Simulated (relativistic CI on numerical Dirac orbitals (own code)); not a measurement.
# Mo: one ion under different settings

How much do the settings matter for Mo? One ion, several inputs.

Program: relativistic CI on numerical Dirac orbitals (own code) version 3. Level of theory: Dirac-Coulomb-Breit CI, KLI orbitals optimised for each configuration, model QED (radiative potential, 1s self-energy scaled to tabulated hydrogen-like ionisation energies), numerical settings as typed. These are calculated values, not measurements, unless marked.

### Step 1. What is computed

- ion: Mo (Mo I)
- nuclear charge: 42
- electrons: 42
- isotope: A = 98

### Step 2. A try

The run's settings:

```ini
atom Mo  Z=42  charge=0  electrons=42
nucleus A=98  rms_radius_fm=4.4091
hamiltonian dirac-coulomb  breit=on  qed=on  c_scale=1
orbitals kli  potential=per-configuration
slater_scale 1
correlation none
mixing on
grid step=0.0125 r_max=201.2
scf mixing=0.4 start=green max_iterations=2 tolerance=2e-08 node_fill=0.05
configurations
  [Kr] 4d5 5s
  [Kr] 4d4 5s2
  [Kr] 4d6
end
```

Run with:

```sh
> python run_levels.py task.json out
```

task.json lists these runs, among others, and the program works through them in turn.

Results of the run (chosen fields of its result record, rounded):

```text
status: not_converged
warnings: ["SCF of 1s2 2s2 2p6 3s2 3p6 3d10 4s2 4p6 4d5 5s did not converge"]
scf_steps of the first configuration [iteration, E_Ha, residual, outer_eigenvalue_Ha]:
  - [1, -4044.63321, 0.882, -0.245]
  - [2, -4046.766031, 0.308, -0.211]
```

Run time: 0.014 s. Hardware: 1 thread of Neoverse-V2, shared host.

What went wrong: the run ended without a result. The SCF ran into its iteration limit before the residual met the tolerance. The input had iteration limit 2. The cure is to restore the usual settings of the SCF.

### Step 3. The mended input

Changes to the settings of step 2:

```diff
@@ -8,3 +8,3 @@
 grid step=0.0125 r_max=201.2
-scf mixing=0.4 start=green max_iterations=2 tolerance=2e-08 node_fill=0.05
+scf mixing=0.4 start=green max_iterations=150 tolerance=2e-08 node_fill=0.05
 configurations
```

Main fields:

```text
status: converged
levels [i, E_cm, J2, conf, term, w_term, w_jj]:
  - [0, 0, 6, "4d5 5s", "7S", 0.9978, 0.4281]
  - [1, 15638.227, 0, "4d4 5s2", "5D", 0.7188, 0.4705]
  - [2, 15774.35, 2, "4d4 5s2", "5D", 0.7129, 0.398]
  - [3, 16027.154, 4, "4d4 5s2", "5D", 0.7004, 0.4712]
  - [4, 16378.002, 6, "4d4 5s2", "5D", 0.6821, 0.3214]
  - [5, 16817.221, 8, "4d4 5s2", "5D", 0.6604, 0.2937]
  - [6, 18571.409, 4, "4d5 5s", "5S", 0.9912, 0.4234]
  - [7, 21745.403, 4, "4d5 5s", "5G", 0.9921, 0.3946]
  - [8, 21777.135, 6, "4d5 5s", "5G", 0.994, 0.4201]
  - [9, 21809.853, 8, "4d5 5s", "5G", 0.9961, 0.5231]
  - [10, 21833.169, 10, "4d5 5s", "5G", 0.9974, 0.635]
  - [11, 21835.424, 12, "4d5 5s", "5G", 0.9971, 0.515]
  - [12, 24647.207, 6, "4d5 5s", "5P", 0.9199, 0.2924]
  - [13, 24747.8, 4, "4d5 5s", "5P", 0.9461, 0.4635]
  - "... 16 more rows left out ..."
total_energy [Ha]: -4043.2537469
n_levels_all: 142
overlap: 2.4656e-12
scf_iterations: [13, 16, 11]
orbital_energies [Ha]: {"1s": -727.514, "2s": -102.853, "2p1/2": -94.5935, "2p3/2": -90.6883, "3s": -17.7371, "3p1/2": -14.5939, "3p3/2": -13.9496, "3d3/2": -8.40131, "3d5/2": -8.27963, "4s": -2.49568, "4p1/2": -1.61258, "4p3/2": -1.52393, "4d3/2": -0.290439, "4d5/2": -0.283212, "5s": -0.294454}
configurations [conf, odd, states, E_av_Ha, breit_Ha, qed_Ha]:
  - ["4d5 5s", 0, 504, -4047.119306, 2.424, 1.621]
  - ["4d4 5s2", 0, 210, -4047.114716, 2.424, 1.621]
  - ["4d6", 0, 210, -4047.062983, 2.424, 1.621]
scf_steps of the first configuration [iteration, E_Ha, residual, outer_eigenvalue_Ha]:
  - [1, -4044.63321, 0.882, -0.245]
  - [2, -4046.766031, 0.308, -0.211]
  - [3, -4047.059099, 0.169, -0.2542]
  - [4, -4047.101147, 0.104, -0.2663]
  - [5, -4047.119539, 0.00859, -0.289]
  - [6, -4047.119075, 0.00522, -0.2945]
  - [7, -4047.11923, 0.000686, -0.294]
  - [8, -4047.119314, 0.00028, -0.2948]
  - [9, -4047.119306, 3.14e-05, -0.2945]
  - [10, -4047.119308, 2.3e-05, -0.2945]
  - [11, -4047.119306, 1.41e-06, -0.2944]
  - [12, -4047.119306, 2.08e-07, -0.2944]
  - [13, -4047.119306, 1.95e-08, -0.2944]
```

It took 0.22 s on 1 thread of Neoverse-V2, shared host.

### Step 4. Breit term off

Changes to the settings of step 3:

```diff
@@ -2,3 +2,3 @@
 nucleus A=98  rms_radius_fm=4.4091
-hamiltonian dirac-coulomb  breit=on  qed=on  c_scale=1
+hamiltonian dirac-coulomb  breit=off  qed=on  c_scale=1
 orbitals kli  potential=per-configuration
```

Main fields:

```text
status: converged
levels [i, E_cm, J2, conf, term, w_term]:
  - [0, 0, 6, "4d5 5s", "7S", 0.9975]
  - [1, 15530.984, 0, "4d4 5s2", "5D", 0.724]
  - [2, 15676.683, 2, "4d4 5s2", "5D", 0.718]
  - [3, 15945.853, 4, "4d4 5s2", "5D", 0.7049]
  - [4, 16317.846, 6, "4d4 5s2", "5D", 0.6858]
  - [5, 16782.458, 8, "4d4 5s2", "5D", 0.6633]
  - [6, 18566.613, 4, "4d5 5s", "5S", 0.9902]
  - [7, 21736.816, 4, "4d5 5s", "5G", 0.9913]
  - "... 22 more rows left out ..."
total_energy [Ha]: -4045.6777848
n_levels_all: 142
overlap: 2.4656e-12
scf_iterations: [13, 16, 11]
orbital_energies [Ha]: {"1s": -727.514, "2s": -102.853, "2p1/2": -94.5935, "2p3/2": -90.6883, "3s": -17.7371, "3p1/2": -14.5939, "3p3/2": -13.9496, "3d3/2": -8.40131, "3d5/2": -8.27963, "4s": -2.49568, "4p1/2": -1.61258, "4p3/2": -1.52393, "4d3/2": -0.290439, "4d5/2": -0.283212, "5s": -0.294454}
configurations [conf, odd, states, E_av_Ha, breit_Ha, qed_Ha]:
  - ["4d5 5s", 0, 504, -4047.119306, 0, 1.621]
  - ["4d4 5s2", 0, 210, -4047.114716, 0, 1.621]
  - ["4d6", 0, 210, -4047.062983, 0, 1.621]
scf_steps of the first configuration [iteration, E_Ha, residual, outer_eigenvalue_Ha]:
  - [1, -4044.63321, 0.882, -0.245]
  - [2, -4046.766031, 0.308, -0.211]
  - [3, -4047.059099, 0.169, -0.2542]
  - [4, -4047.101147, 0.104, -0.2663]
  - [5, -4047.119539, 0.00859, -0.289]
  - [6, -4047.119075, 0.00522, -0.2945]
  - [7, -4047.11923, 0.000686, -0.294]
  - [8, -4047.119314, 0.00028, -0.2948]
  - [9, -4047.119306, 3.14e-05, -0.2945]
  - [10, -4047.119308, 2.3e-05, -0.2945]
  - [11, -4047.119306, 1.41e-06, -0.2944]
  - [12, -4047.119306, 2.08e-07, -0.2944]
  - [13, -4047.119306, 1.95e-08, -0.2944]
```

It took 0.21 s on 1 thread of Neoverse-V2, shared host.

### Step 5. Node fill 0

The run's settings:

```ini
atom Mo  Z=42  charge=0  electrons=42
nucleus A=98  rms_radius_fm=4.4091
hamiltonian dirac-coulomb  breit=on  qed=on  c_scale=1
orbitals kli  potential=per-configuration
slater_scale 1
correlation none
mixing on
grid step=0.0125 r_max=201.2
scf mixing=0.4 start=green max_iterations=150 tolerance=2e-08 node_fill=0
configurations
  [Kr] 4d5 5s
  [Kr] 4d4 5s2
  [Kr] 4d6
end
```

Main fields:

```text
status: converged
levels [i, E_cm, J2, conf, term, w_term]:
  - [0, 0, 6, "4d5 5s", "7S", 0.9979]
  - [1, 15765.965, 0, "4d4 5s2", "5D", 0.7197]
  - [2, 15898.742, 2, "4d4 5s2", "5D", 0.714]
  - [3, 16146.335, 4, "4d4 5s2", "5D", 0.7019]
  - [4, 16491.062, 6, "4d4 5s2", "5D", 0.6842]
  - [5, 16923.25, 8, "4d4 5s2", "5D", 0.663]
  - [6, 18519.73, 4, "4d5 5s", "5S", 0.9921]
  - [7, 21861.817, 4, "4d5 5s", "5G", 0.9927]
  - "... 22 more rows left out ..."
total_energy [Ha]: -4043.2523202
n_levels_all: 142
overlap: 2.51456e-12
scf_iterations: [13, 16, 11]
orbital_energies [Ha]: {"1s": -727.824, "2s": -102.984, "2p1/2": -94.7398, "2p3/2": -90.8305, "3s": -17.7908, "3p1/2": -14.6495, "3p3/2": -14.0042, "3d3/2": -8.45704, "3d5/2": -8.3349, "4s": -2.50673, "4p1/2": -1.62254, "4p3/2": -1.53336, "4d3/2": -0.29684, "4d5/2": -0.28952, "5s": -0.298523}
configurations [conf, odd, states, E_av_Ha, breit_Ha, qed_Ha]:
  - ["4d5 5s", 0, 504, -4047.119267, 2.426, 1.621]
  - ["4d4 5s2", 0, 210, -4047.114589, 2.426, 1.622]
  - ["4d6", 0, 210, -4047.062829, 2.426, 1.621]
scf_steps of the first configuration [iteration, E_Ha, residual, outer_eigenvalue_Ha]:
  - [1, -4044.63321, 0.861, -0.245]
  - [2, -4046.758704, 0.303, -0.2123]
  - [3, -4047.047032, 0.167, -0.2553]
  - [4, -4047.091389, 0.108, -0.2671]
  - [5, -4047.119129, 0.00868, -0.2928]
  - [6, -4047.119014, 0.00522, -0.2988]
  - [7, -4047.119222, 0.000894, -0.2984]
  - [8, -4047.119268, 0.000227, -0.2988]
  - [9, -4047.11927, 9.18e-05, -0.2986]
  - [10, -4047.119268, 1.94e-05, -0.2985]
  - [11, -4047.119267, 4.31e-06, -0.2985]
  - [12, -4047.119267, 1.36e-07, -0.2985]
  - [13, -4047.119267, 1.56e-08, -0.2985]
```

It took 0.22 s on 1 thread of Neoverse-V2, shared host.

### Step 6. Grid step 0.008

Changes to the settings of step 5:

```diff
@@ -7,4 +7,4 @@
 mixing on
-grid step=0.0125 r_max=201.2
-scf mixing=0.4 start=green max_iterations=150 tolerance=2e-08 node_fill=0
+grid step=0.008 r_max=201.2
+scf mixing=0.4 start=green max_iterations=150 tolerance=2e-08 node_fill=0.05
 configurations
```

Main fields:

```text
status: converged
levels [i, E_cm, J2, conf, term, w_term]:
  - [0, 0, 6, "4d5 5s", "7S", 0.9978]
  - [1, 15638.233, 0, "4d4 5s2", "5D", 0.7188]
  - [2, 15774.356, 2, "4d4 5s2", "5D", 0.7129]
  - [3, 16027.159, 4, "4d4 5s2", "5D", 0.7004]
  - [4, 16378.007, 6, "4d4 5s2", "5D", 0.6821]
  - [5, 16817.226, 8, "4d4 5s2", "5D", 0.6604]
  - [6, 18571.409, 4, "4d5 5s", "5S", 0.9912]
  - [7, 21745.405, 4, "4d5 5s", "5G", 0.9921]
  - "... 22 more rows left out ..."
total_energy [Ha]: -4043.2538129
n_levels_all: 142
overlap: 1.03386e-13
scf_iterations: [13, 16, 11]
orbital_energies [Ha]: {"1s": -727.514, "2s": -102.853, "2p1/2": -94.5935, "2p3/2": -90.6883, "3s": -17.7371, "3p1/2": -14.5939, "3p3/2": -13.9496, "3d3/2": -8.40131, "3d5/2": -8.27963, "4s": -2.49568, "4p1/2": -1.61258, "4p3/2": -1.52393, "4d3/2": -0.290439, "4d5/2": -0.283212, "5s": -0.294454}
configurations [conf, odd, states, E_av_Ha, breit_Ha, qed_Ha]:
  - ["4d5 5s", 0, 504, -4047.119372, 2.424, 1.621]
  - ["4d4 5s2", 0, 210, -4047.114781, 2.424, 1.621]
  - ["4d6", 0, 210, -4047.063048, 2.424, 1.621]
scf_steps of the first configuration [iteration, E_Ha, residual, outer_eigenvalue_Ha]:
  - [1, -4044.633275, 0.882, -0.245]
  - [2, -4046.766096, 0.308, -0.211]
  - [3, -4047.059164, 0.169, -0.2542]
  - [4, -4047.101659, 0.102, -0.2666]
  - [5, -4047.119592, 0.00842, -0.289]
  - [6, -4047.119235, 0.00356, -0.2939]
  - [7, -4047.11932, 0.000818, -0.2938]
  - [8, -4047.11938, 0.000261, -0.2948]
  - [9, -4047.119369, 4.53e-05, -0.2945]
  - [10, -4047.119373, 1.18e-05, -0.2944]
  - [11, -4047.119372, 1.52e-06, -0.2944]
  - [12, -4047.119372, 1.86e-07, -0.2944]
  - [13, -4047.119372, 1.72e-08, -0.2944]
```

Run time: 0.32 s. Hardware: 1 thread of Neoverse-V2, shared host.

### Step 7. Nuclear radius 440.91

The run's settings:

```ini
atom Mo  Z=42  charge=0  electrons=42
nucleus A=98  rms_radius_fm=440.9100
hamiltonian dirac-coulomb  breit=on  qed=on  c_scale=1
orbitals kli  potential=per-configuration
slater_scale 1
correlation none
mixing on
grid step=0.0125 r_max=201.2
scf mixing=0.4 start=green max_iterations=93 tolerance=2e-08 node_fill=0.05
configurations
  [Kr] 4d5 5s
  [Kr] 4d4 5s2
  [Kr] 4d6
end
```

Main fields:

```text
status: converged
levels [i, E_cm, J2, conf, term, w_term]:
  - [0, 0, 6, "4d5 5s", "7S", 0.9975]
  - [1, 14985.9, 4, "4d5 5s", "5S", 0.994]
  - [2, 19431.193, 0, "4d4 5s2", "5D", 0.4818]
  - [3, 19507.975, 2, "4d4 5s2", "5D", 0.467]
  - [4, 19649.021, 4, "4d4 5s2", "5D", 0.44]
  - [5, 19846.661, 6, "4d4 5s2", "5D", 0.4062]
  - [6, 20116.76, 8, "4d5 5s", "5D", 0.3824]
  - [7, 21534.127, 4, "4d5 5s", "5G", 0.9913]
  - "... 22 more rows left out ..."
total_energy [Ha]: -3848.4788737
n_levels_all: 142
overlap: 2.40269e-12
scf_iterations: [13, 12, 11]
orbital_energies [Ha]: {"1s": -644.751, "2s": -93.8403, "2p1/2": -94.9386, "2p3/2": -91.2296, "3s": -16.1001, "3p1/2": -14.6237, "3p3/2": -14.016, "3d3/2": -8.44754, "3d5/2": -8.32391, "4s": -2.16619, "4p1/2": -1.55301, "4p3/2": -1.46913, "4d3/2": -0.221609, "4d5/2": -0.21408, "5s": -0.195995}
configurations [conf, odd, states, E_av_Ha, breit_Ha, qed_Ha]:
  - ["4d5 5s", 0, 504, -3851.113243, 2.056, 0.7538]
  - ["4d4 5s2", 0, 210, -3851.078614, 2.057, 0.7539]
  - ["4d6", 0, 210, -3851.076589, 2.056, 0.7537]
scf_steps of the first configuration [iteration, E_Ha, residual, outer_eigenvalue_Ha]:
  - [1, -3849.151121, 0.781, -0.2214]
  - [2, -3850.845257, 0.247, -0.1951]
  - [3, -3851.062954, 0.141, -0.2322]
  - [4, -3851.108558, 0.0588, -0.2254]
  - [5, -3851.113148, 0.0169, -0.2121]
  - [6, -3851.113224, 0.00343, -0.2004]
  - [7, -3851.113228, 0.002, -0.1986]
  - [8, -3851.113248, 0.000628, -0.1967]
  - [9, -3851.113246, 0.000139, -0.1962]
  - [10, -3851.113245, 1.54e-05, -0.196]
  - [11, -3851.113243, 4.49e-07, -0.196]
  - [12, -3851.113243, 2.64e-07, -0.196]
  - [13, -3851.113243, 1.44e-08, -0.196]
```

It took 0.2 s on 1 thread of Neoverse-V2, shared host.

A bad setting: its result is shown only for the comparison.

### Step 8. Comparison

| setting | total energy less usual (Ha) | largest shift of a level among the lowest eight of both runs, same label and place (cm⁻¹) | SCF iterations | time | lowest level | kind of change |
| --- | --- | --- | --- | --- | --- | --- |
| usual | 0 | 0 | 40 | 0.22 s | 4d5 5s 7S3 | - |
| Breit term off | -2.42 | 107 | 40 | 0.21 s | 4d5 5s 7S3 | model term |
| node fill 0 | 0.00143 | 128 | 40 | 0.22 s | 4d5 5s 7S3 | numerical |
| grid step 0.008 | -6.6e-05 | 0.00540 | 40 | 0.32 s | 4d5 5s 7S3 | numerical |
| nuclear radius 440.91 | 195 | 3790 | 36 | 0.2 s | 4d5 5s 7S3 | unsound |

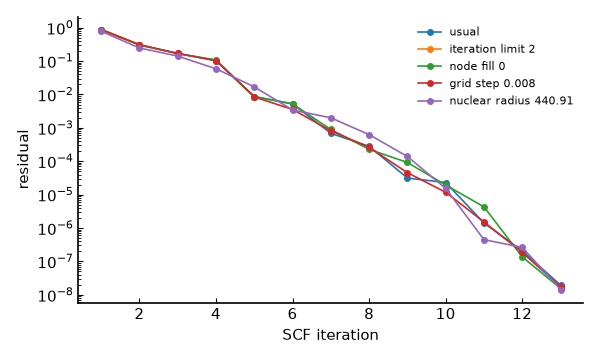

Residual of the first configuration's SCF.

### Step 9. What came out

| quantity | value |
| --- | --- |
| lowest level, usual settings | 4d5 5s 7S3 |
| total energy | -4043.2537 Ha |
| first excitation | 15638.2 cm⁻¹ |
| runs without a result | 1 |

What this shows: Among the runs whose levels can be followed, they move most under «nuclear radius 440.91» (unsound), by up to 3790 cm⁻¹. Only the listed configurations are in the model. Near neutrality, missing correlation can shift configurations against each other by thousands of cm⁻¹.
